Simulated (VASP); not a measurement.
Band structure of AgI (space group P6_3mc). Computed with PBEsol GGA, VASP's PBE PAW potentials (set 64) (plane waves; VASP).

Unless said otherwise, spin-orbit coupling is left out, though it shifts the bands of the heavy elements here.

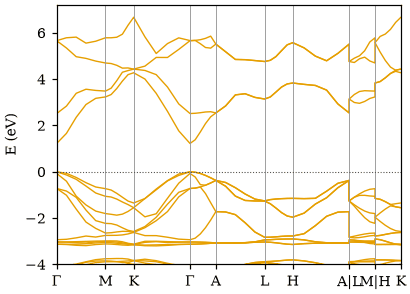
Fig. 1. Bands along high-symmetry lines, zero at the valence-band maximum or, without a gap, the Fermi level

Q: Read the plot: is there a gap, and where are the band edges?

A: The gap is direct, 1.22 eV, from the valence maximum at Γ to the conduction minimum at Γ.

The structure is a typed AgI crystal (P6_3mc). The cell was not relaxed at this level.
